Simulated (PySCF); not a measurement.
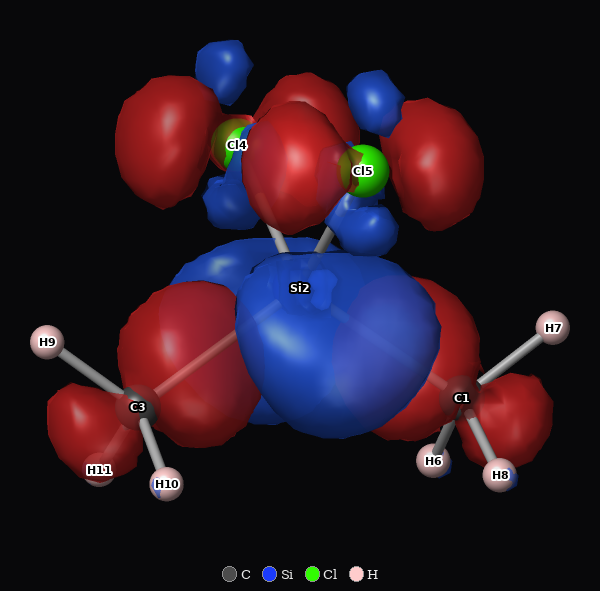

C$_{2}$H$_{6}$Cl$_{2}$Si, SMILES `C[Si](C)(Cl)Cl`. Unrelaxed difference density of S₂ less the ground state (full linear response singlet states), ±0.03 e/Å³; blue: gain, red: loss.

Level of theory: BHandHLYP/def2-SVP (PySCF), at a geometry from GFN2-xTB. No frequency check shows the geometry to be a minimum. GFN2-xTB bond lengths at metals and heavier atoms can be off by up to 0.1 Å and shapes distorted, which carries into these values. Without diffuse functions Rydberg states are missing, so the states' numbers hold for this basis only.

Coordinates in Å:

```
C1      -0.0047   -1.3611   -1.5817
Si2      0.0001   -0.3051   -0.0003
C3       0.0054   -1.3627    1.5799
Cl4     -1.6489    0.8847    0.0040
Cl5      1.6484    0.8855   -0.0034
H6      -0.8817   -1.9997   -1.6268
H7      -0.0179   -0.7375   -2.4719
H8       0.8723   -2.0032   -1.6274
H9       0.0183   -0.7401    2.4708
H10      0.8827   -2.0010    1.6243
H11     -0.8713   -1.9975    1.6350
```

> How does the charge move on excitation?

0.69 e is displaced in all, of which about 0.3 e passes between atoms: C1 and C3 (0.09 e each) and Cl4 and Cl5 (0.07 e each) lose electrons and Si2 (0.28 e) gains them. The state: 9.20 eV (135 nm), f = 0.000 (dark); the leading pair carries 88 %; hole on Cl4 and Cl5 (22 % each), C1 and C3 (16 % each) and Si2 (14 %), electron on Si2 (42 %), Cl4 and Cl5 (15 % each) and C1 and C3 (7 % each); their centroids lie 0.3 Å apart.
